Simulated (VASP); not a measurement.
Band structure of MgBr2 (space group P-3m1). These are LDA (Ceperley-Alder, Perdew-Zunger), VASP's LDA PAW potentials (set 64) (plane waves; VASP) values and carry that method's errors.

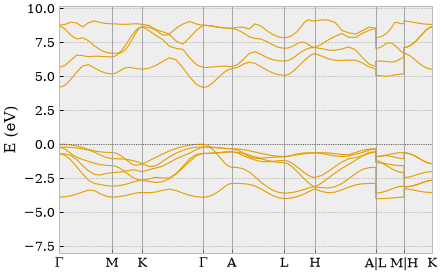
*Bands along high-symmetry lines, zero at the valence-band maximum or, without a gap, the Fermi level*

Question: Read the plot: is there a gap, and where are the band edges?

Answer: The gap is direct, 4.17 eV, from the valence maximum at Γ to the conduction minimum at Γ. (Edges off the drawn lines would not show.)

The structure comes from a computed database's MgBr2 entry (P-3m1); how it stands against other phases isn't given here. It was relaxed first, which changed the volume by -10 %.
